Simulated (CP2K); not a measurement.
# Two attempts at SiNH2OF2 (SMILES N[Si]([O])(F)F)

Wanted: the energy of SiNH2OF2, PM6.

Program for the calculation: CP2K 2026.2.

4 further runs of the same task are left out: 1 that didn't finish, 3 set aside as unsound or not needed.

### Step 1. Starting point

The species is SiNH2OF2 (7 atoms), meant as a doublet with charge 0. As SMILES, `N[Si]([O])(F)F`. The shape is that of a PBE0-D4/def2-TZVP optimisation. This is one conformer, not always the lowest.

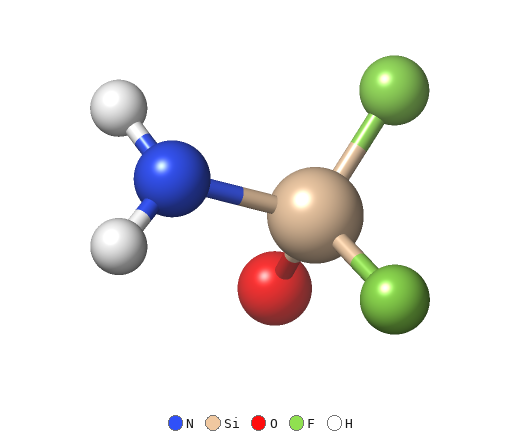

Viewed from a chosen angle; nitrogen blue, silicon light orange, oxygen red, fluorine green, hydrogen white.

### Step 2. First attempt

Input file molecule.xyz:

```xyz
7

N     -0.337200     0.616000     0.733600
Si     0.308800    -0.463400    -0.406400
O     -0.535000    -0.096500    -1.732100
F      0.112100    -1.949400     0.079400
F      1.859900    -0.230100    -0.556400
H     -1.252500     0.460700     1.127000
H     -0.095000     1.594500     0.709100
```

Input file gas.inp:

```
&FORCE_EVAL
   METHOD QS
   &DFT
      MULTIPLICITY 2
      UKS T
      &QS
         METHOD PM6
         EPS_DEFAULT 1.0E-10
         &SE
            &COULOMB
               CUTOFF [angstrom] 50
               RC_RANGE [angstrom] 0
            &END
            &EXCHANGE
               CUTOFF [angstrom] 50
               RC_RANGE [angstrom] 0
            &END
         &END
      &END
      &POISSON
         PERIODIC NONE
         POISSON_SOLVER ANALYTIC
      &END
      &SCF
         SCF_GUESS ATOMIC
         EPS_SCF 1.0E-07
         MAX_SCF 4
         &OT
            MINIMIZER DIIS
            PRECONDITIONER FULL_ALL
         &END
      &END
      &PRINT
         &MOMENTS
            PERIODIC F
            REFERENCE COM
            MAX_MOMENT 1
         &END
         &MO_CUBES
            NLUMO 5
            NHOMO -1
            WRITE_CUBE F
         &END
         &HIRSHFELD OFF
         &END
      &END
   &END
   &SUBSYS
      &CELL
         ABC 13.1 13.5 12.9
         PERIODIC NONE
      &END
      &TOPOLOGY
         COORD_FILE_NAME molecule.xyz
         COORD_FILE_FORMAT XYZ
         &CENTER_COORDINATES
         &END
      &END
   &END
&END
&GLOBAL
   PROJECT_NAME gas
   RUN_TYPE ENERGY
   PRINT_LEVEL MEDIUM
&END
```

The run is started by

```console
$ OMP_NUM_THREADS=1 cp2k.psmp -i gas.inp -o gas.out
```

Log:

```text
CP2K| version string:                                       CP2K version 2026.2
 CP2K| Input file name                                                   gas.inp

 GLOBAL| Basis set file name                                           BASIS_SET
 GLOBAL| Potential file name                                           POTENTIAL
 GLOBAL| Coordinate file name                                       molecule.xyz
 GLOBAL| Method name                                                        CP2K
 GLOBAL| Project name                                                        gas
 GLOBAL| Run type                                                         ENERGY
 GLOBAL| FFT library                                                       FFTW3
 GLOBAL| Diagonalization library                                       ScaLAPACK
 GLOBAL| Global print level                                               MEDIUM
 GLOBAL| Total number of message passing processes                             1
 GLOBAL| Number of threads for this process                                    1
 GLOBAL| CPU model name                                                  UNKNOWN

[... 186 lines left out ...]
  Step     Update method      Time    Convergence         Total energy    Change
[... 13 lines left out ...]
  Total energy [eV]:                                        -1488.47812113426539

  Atomic reference energy [eV]:                              1507.65612324519611
  Heat of formation [kcal/mol]:                               442.25527003917989

 *******************************************************************************
 *   ___                                                                       *
 *  /   \                                                                      *
 * [ABORT]                                                                     *
 *  \___/     SCF run NOT converged. To continue the calculation regardless,   *
 *    |             please set the keyword IGNORE_CONVERGENCE_FAILURE.         *
 *  O/|                                                                        *
 * /| |                                                                        *
 * / \                                                            qs_scf.F:702 *
 *******************************************************************************

 ===== Routine Calling Stack =====

            3 scf_env_do_scf
            2 qs_energies
            1 CP2K

Program received signal SIGABRT: Process abort signal.

Backtrace for this error:
#0  0x521d23a2f957 in ???
#1  0x521d442e4cac in __pthread_kill_implementation
#2  0x521d4428bfb7 in raise
#3  0x521d44275d37 in abort
#4  0x521d24102d83 in ???
#5  0x521d24104297 in ???
#6  0x521d24fd99ab in ???
#7  0x521d24fe3c7b in ???
#8  0x521d24e5555b in ???
#9  0x521d23ada0cf in ???
#10  0x521d243b745f in ???
#11  0x521d243b9d0b in ???
#12  0x521d23ad0db3 in ???
#13  0x521d23acef13 in ???
#14  0x521d44276573 in __libc_start_call_main
#15  0x521d44276657 in __libc_start_main_impl
#16  0x521d23acf06f in ???
#17  0xffffffffffffffff in ???
```

It took 0.22 s on 1 thread of Arm Neoverse V2, shared host.

### Step 3. What went wrong

The iterations ended before the threshold was met.

The telling line is `\___/     SCF run NOT converged. To continue the calculation regardless,`. What is wrong: few scf steps. Among its listed settings the sound run differs in this, and the input shows the rest: iteration cap 40 in place of 4; outer scf 8 in place of 0.

### Step 4. Second attempt

molecule.xyz is that of step 2.

Input file gas.inp:

```
&GLOBAL
  PROJECT_NAME gas
  RUN_TYPE ENERGY
  PRINT_LEVEL MEDIUM
&END GLOBAL

&FORCE_EVAL
  METHOD QUICKSTEP
  &DFT
    MULTIPLICITY 2
    UKS T
    &QS
      METHOD PM6
      EPS_DEFAULT 1.0E-10
      &SE
        &COULOMB
          CUTOFF [angstrom] 50
          RC_RANGE [angstrom] 0
        &END COULOMB
        &EXCHANGE
          CUTOFF [angstrom] 50
          RC_RANGE [angstrom] 0
        &END EXCHANGE
      &END SE
    &END QS
    &POISSON
      PERIODIC NONE
      POISSON_SOLVER ANALYTIC
    &END POISSON
    &SCF
      SCF_GUESS ATOMIC
      EPS_SCF 1.0E-07
      MAX_SCF 40
      &OT
        MINIMIZER DIIS
        PRECONDITIONER FULL_ALL
      &END OT
      &OUTER_SCF
        EPS_SCF 1.0E-07
        MAX_SCF 8
      &END OUTER_SCF
    &END SCF
    ! extra output
    &PRINT
      &MOMENTS
        PERIODIC F
        REFERENCE COM
        MAX_MOMENT 1
      &END MOMENTS
      &MO_CUBES
        NLUMO 5
        NHOMO -1
        WRITE_CUBE F
      &END MO_CUBES
      &HIRSHFELD OFF
      &END HIRSHFELD
    &END PRINT
  &END DFT
  ! atoms, cell and kinds
  &SUBSYS
    ! box in angstrom
    &CELL
      ABC 13.1 13.5 12.9
      PERIODIC NONE
    &END CELL
    &TOPOLOGY
      COORD_FILE_NAME molecule.xyz
      COORD_FILE_FORMAT XYZ
      &CENTER_COORDINATES
      &END CENTER_COORDINATES
    &END TOPOLOGY
  &END SUBSYS
&END FORCE_EVAL
```

The run is started by

```console
$ OMP_NUM_THREADS=1 cp2k.psmp gas.inp > gas.out
```

Log:

```text
CP2K| version string:                                       CP2K version 2026.2
[...]
 GLOBAL| Method name                                                        CP2K
[...]
 GLOBAL| Run type                                                         ENERGY
[...]
                             - Atoms:                                          7
[...]
                             - Spherical basis functions:                     27
[...]
 Number of electrons:                                                         16
[...]
     1 OT DIIS     0.15E+00    0.0     0.15043685       -50.4774733475 -5.05E+01
[...]
    27 OT DIIS     0.15E+00    0.0     0.00000010       -55.7447571261 -8.76E-12
  *** SCF run converged in    27 steps ***
  Core-core repulsion energy [eV]:                           2085.37704943214339
  Core Hamiltonian energy [eV]:                             -2544.44698604451150
  Two-electron integral energy [eV]:                        -2115.64409507020900
  Electronic energy [eV]:                                   -3602.26903357961555
  Total energy [eV]:                                        -1516.89198414747239
  Atomic reference energy [eV]:                              1507.65612324519611
  Heat of formation [kcal/mol]:                              -212.98402898039234
[...]
 SE_DIPOLE| Moment [Debye]          1.80305051      -3.43450494      -4.31497712
 SE_DIPOLE| Derivative [a.u.]       0.00000000       0.00000000       0.00000000
 *** WARNING in qs_scf_post_se.F:140 :: Printing of MO cube files not ***
 *** implemented for Semi-Empirical method.                           ***
 ENERGY| Total FORCE_EVAL ( QS ) energy [hartree]            -55.744757126050878
[...]
```

It took 1 s on 1 thread of Arm Neoverse V2, shared host.

### Step 5. Results

Level: PM6.

| quantity | value |
| --- | --- |
| total energy | -55.74476 Eh |
| dipole moment | 5.80 D |
| heat of formation | -213.0 kcal/mol |
